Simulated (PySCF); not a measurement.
C₂H₆AlCl (SMILES [CH3][Al]([CH3])[Cl])

The calculation's input:

```
{"job": {"kind": "sp", "xc": "PBE0", "basis": "def2-TZVP", "d3": "d3bj", "grid": 2}, "charge": 0, "multiplicity": 1}
C     -1.602554    -0.455968     0.571408
Al    -0.074424     0.577790    -0.048369
C      1.670511    -0.110815    -0.565480
Cl    -0.324563     2.682966    -0.141007
H     -1.798733    -0.250174     1.637864
H     -1.454450    -1.541848     0.461888
H     -2.519747    -0.175806     0.027610
H      2.050275     0.393509    -1.468762
H      2.407342     0.082518     0.233631
H      1.661931    -1.196687    -0.750275
```

Command:

```sh
OMP_NUM_THREADS=1 python redox_run.py task.json out
```

Geometry: PBE0-D3(BJ)/def2-SVP.

Theory: DFT single point, gas phase, functional PBE0 (PySCF).

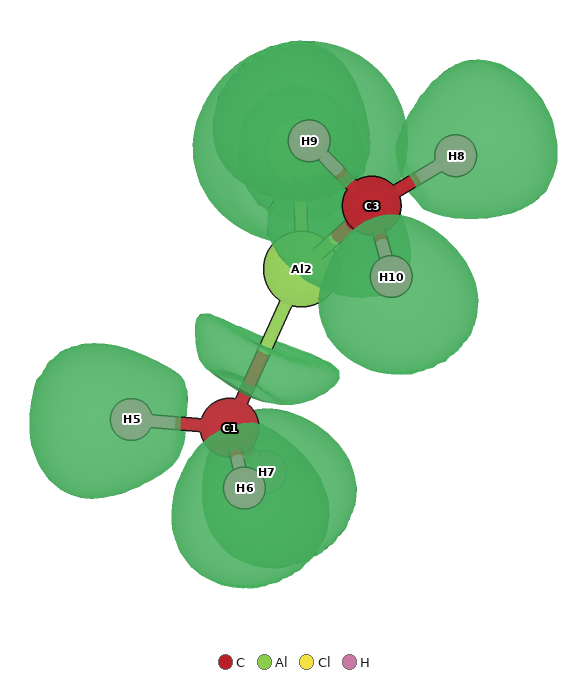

Figure 1. Isosurface of the ELF at 0.8 (green), seen at an oblique angle. Core shells and regions of very low density are left out.

Describe the localisation domains.

The surface consists of two regions between bonded Al–C atoms (shared pairs), six regions around hydrogen nuclei and one region on Cl in which the atom's valence shell and bonds are merged. Along the contacts the grid gives the following. C–Al (1.95 Å): the ELF peaks at about 0.95 between the atoms; a polar covalent bond. Al–Cl (2.12 Å): the ELF peaks at about 0.85 in the valence shell of Cl, 0.9 Å from its nucleus, and is about 0.80 at the midpoint.

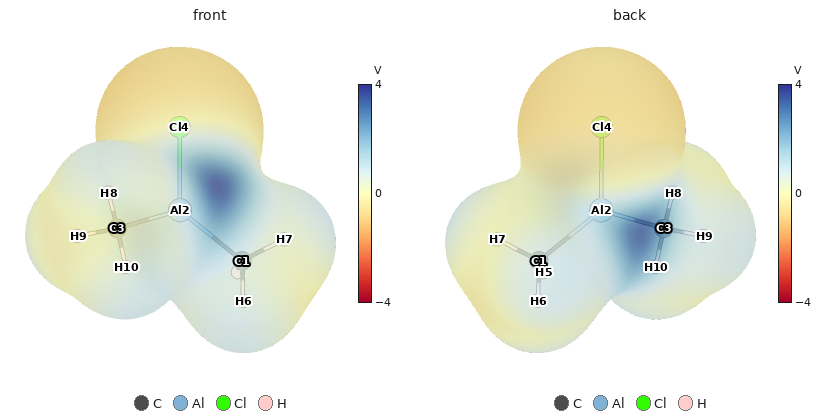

Figure 2. The electrostatic potential painted on the density surface at 0.002 e/bohr³, seen from the front and from behind; red is negative and blue positive.

Where is the surface potential most negative and most positive?

The most negative region (about −0.8 V) lies over Cl4, the most positive (about +3.5 V) over Al2.
